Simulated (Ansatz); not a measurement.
# CH6SiTe (SMILES C[SiH2][TeH]): CCSD(T)/def2-SVP (core potential)

Aim: the vertical singlet–triplet gap of CH6SiTe at CCSD(T)/def2-SVP (core potential), from 2 runs. 

Program for the calculation: Ansatz 0.2.0.

55 further runs of the same task are left out: 55 set aside as unsound or not needed. Runs told in other sessions of the task aren't counted.

### Step 1. The molecule

CH6SiTe: 9 atoms, total charge 0, spin state singlet. As SMILES, `C[SiH2][TeH]`. The shape is that of a PBE0-D4/def2-TZVP optimisation. This is one conformer, not always the lowest.

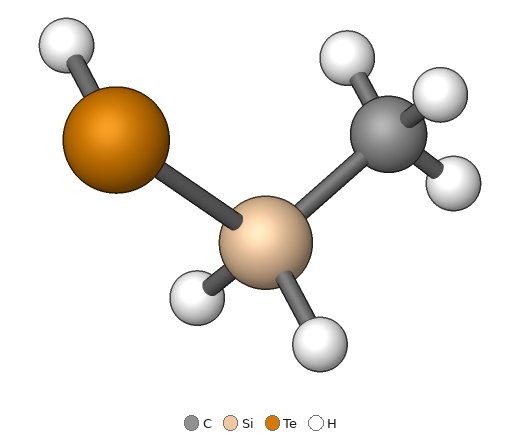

Viewed from a chosen angle; carbon grey, silicon light orange, tellurium orange, hydrogen white.

### Step 2. A single-point energy at CCSD(T)/def2-SVP (core potential)

The input, run.yaml:

```yaml
crystal:
  periodic: [false, false, false]
  atoms:
    - {symbol: C, position_ang: [-0.793600, 0.726300, -0.609100]}
    - {symbol: Si, position_ang: [0.377700, -0.686600, -0.266400]}
    - {symbol: Te, position_ang: [1.980400, -0.179800, 1.584400]}
    - {symbol: H, position_ang: [-1.456300, 0.475200, -1.442000]}
    - {symbol: H, position_ang: [-0.240000, 1.632000, -0.862400]}
    - {symbol: H, position_ang: [-1.409800, 0.936300, 0.267700]}
    - {symbol: H, position_ang: [1.262200, -0.952200, -1.431600]}
    - {symbol: H, position_ang: [-0.380500, -1.924300, 0.053300]}
    - {symbol: H, position_ang: [0.748200, -0.073200, 2.689000]}
basis:
  gaussian:
    orbitals: def2-SVP
total_charge: 0
correlation:
  method: ccsd_t
  frozen_orbitals: {C: 1, H: 0, Si: 5, Te: 4}
accuracy: high
scf:
  omitted_lower_state_checks: [cluster_reference, increment]
```

Run with:

```sh
$ ansatz run run.yaml --threads 1 --pin off --max-ram 2610MiB --events-out events.jsonl --progress --plain --runs-dir runs
```

Output, shortened:

```text
Warning: RAYON_NUM_THREADS=1 ignored (pool sized by the plan → 1); use --threads N
Functional definition: HF
  name "HF"
[...]
2131 factors; integrals over basis functions are off by at most 3.5e-9 eV
[...]
mean field -16250.32971477 eV, -597.1886021487 hartree, gradient 1.6e-8 eV, S^2 0.000000; 0 other end points of the search recorded, 0 dependent functions left out
10 core orbitals not correlated: weight in the atoms' cores, before any rotation towards them, 1.000 or more for the frozen orbitals, at most 0.000 for the correlated occupied ones
reference -16250.32971477 eV, -597.1886021487 hartree; 15, 15 occupied and 63, 63 virtual orbitals, 2131 factors
second order -10.09607739 eV of doubles, -0.00000000 eV of singles
cycle   1  -11.02816466 eV  change   -9.3e-1 eV  update   7.8e-2
[...]
cycle  21  -11.41953794 eV  change    1.2e-9 eV  update   1.2e-9
perturbative correction -0.31428771 eV, -0.0115498601 hartree
Total energy: -16262.06354042 eV, -597.6198122878 hartree
Checks for a lower state left out: cluster_reference, increment
```

Wall time 26 s (1 thread of Arm Neoverse V1, shared host); peak memory 0.52 GiB.

### Step 3. The triplet at the same level

Edit run.yaml of step 2 so:

```diff
@@ -13,10 +13,6 @@
 basis:
-  gaussian:
-    orbitals: def2-SVP
-total_charge: 0
-correlation:
-  method: ccsd_t
-  frozen_orbitals: {C: 1, H: 0, Si: 5, Te: 4}
+  gaussian: {orbitals: def2-SVP}
+magnetization: {spin_polarized: true, initial_magnetization: 2}
+correlation: {method: ccsd_t, frozen_orbitals: {C: 1, H: 0, Si: 5, Te: 4}}
 accuracy: high
-scf:
-  omitted_lower_state_checks: [cluster_reference, increment]
+scf: {omitted_lower_state_checks: [cluster_reference, increment]}
```

Run with:

```sh
$ ansatz run run.yaml --threads 1 --pin off --max-ram 2610MiB --events-out events.jsonl --progress --plain --runs-dir runs
```

Output, shortened:

```text
Warning: RAYON_NUM_THREADS=1 ignored (pool sized by the plan → 1); use --threads N
Functional definition: HF
  name "HF"
[...]
2131 factors; integrals over basis functions are off by at most 3.5e-9 eV
[...]
mean field -16246.43003671 eV, -597.0452916234 hartree, gradient 2.8e-8 eV, S^2 2.023613; 4 other end points of the search recorded, 0 dependent functions left out
10 core orbitals not correlated: weight in the atoms' cores, before any rotation towards them, 1.000 or more for the frozen orbitals, at most 0.000 for the correlated occupied ones
reference -16246.43003671 eV, -597.0452916234 hartree; 16, 14 occupied and 62, 64 virtual orbitals, 2131 factors
second order -9.65163914 eV of doubles, -0.00000000 eV of singles
cycle   1  -10.63716139 eV  change   -9.9e-1 eV  update   8.1e-2
[...]
cycle  30  -11.06035173 eV  change  -2.5e-10 eV  update   3.1e-9
perturbative correction -0.30375574 eV, -0.0111628175 hartree
Total energy: -16257.79414418 eV, -597.4629148701 hartree
Checks for a lower state left out: cluster_reference, increment
```

Wall time 1.9 min (1 thread of Arm Neoverse V1, shared host); peak memory 1 GiB.

### Step 4. Summary of results

Level: CCSD(T)/def2-SVP (core potential), 10 core orbitals frozen.

| quantity | value |
| --- | --- |
| singlet: total energy | -597.61981 Eh |
| singlet: correlation energy (10 core orbitals frozen) | -431.2 mEh |
| singlet: (T) correction | -11.55 mEh |
| singlet: T1 diagnostic | 0.009 |
| triplet: total energy | -597.46291 Eh |
| triplet: correlation energy (10 core orbitals frozen) | -417.6 mEh |
| triplet: (T) correction | -11.16 mEh |
| triplet: ⟨S²⟩ of the reference determinant | 2.024 |
| triplet: T1 diagnostic | 0.019 |
| vertical energy of the triplet above the singlet | 4.269 eV |

At this shape the triplet lies 4.27 eV (412 kJ/mol) above the singlet. The triples (singlet) make up 2.7 % of the correlation energy. The triples (triplet) make up 2.7 % of the correlation energy.
